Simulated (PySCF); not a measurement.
# C6H14NP: the cost of one run

Programs: PySCF 2.14.0, with routines of our own; each step states its level. All values are computed. Atoms count from 0.

## Step 1: The starting structure

22 atoms, charge 0, multiplicity 1; geometry from: GFN2-xTB.

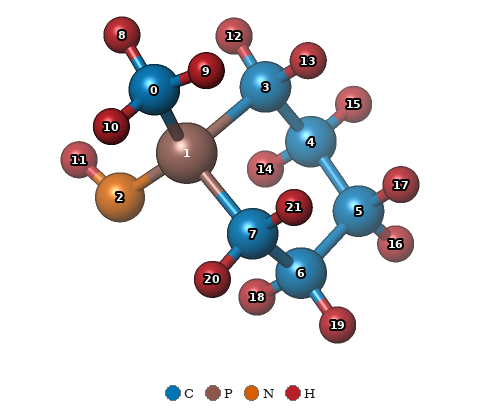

The starting geometry (carbon blue, phosphorus brown, nitrogen orange, hydrogen red).

## Step 2: Optimising the geometry at PBE0/def2-SV(P)

Job settings and geometry (Å):

```
{"job": {"xc": "PBE0", "basis": "def2-SV(P)", "grid": 1, "kind": "geom"}, "charge": 0, "multiplicity": 1}
C      2.603445    -0.504249    -0.192661
P      0.910258    -0.302112     0.532361
N      0.662858    -0.685386     2.020031
C      0.393957     1.372866    -0.080486
C     -1.104057     1.488761     0.173123
C     -1.899566     0.471280    -0.641984
C     -1.617060    -0.966164    -0.210601
C     -0.170462    -1.369153    -0.473071
H      3.273540     0.218663     0.272332
H      2.613831    -0.364386    -1.269921
H      2.948587    -1.507534     0.055046
H      1.192504    -0.160135     2.701016
H      0.939035     2.138232     0.480400
H      0.624073     1.491272    -1.140482
H     -1.290950     1.312407     1.236395
H     -1.445936     2.499471    -0.068369
H     -2.965950     0.674372    -0.516787
H     -1.661746     0.588861    -1.703286
H     -1.809086    -1.064739     0.859456
H     -2.291143    -1.643720    -0.742629
H      0.001909    -2.401236    -0.159517
H      0.081547    -1.267987    -1.532000
```

Launch:

```
$ OMP_NUM_THREADS=1 python excited_run.py task.json out
```

One launch serves the whole session: the jobs run in the order shown.

Q: Estimate the wall time and peak memory of this first job on 1 thread of Arm Neoverse N1, shared host.

About 60 s, with a peak of 0.64 GiB.
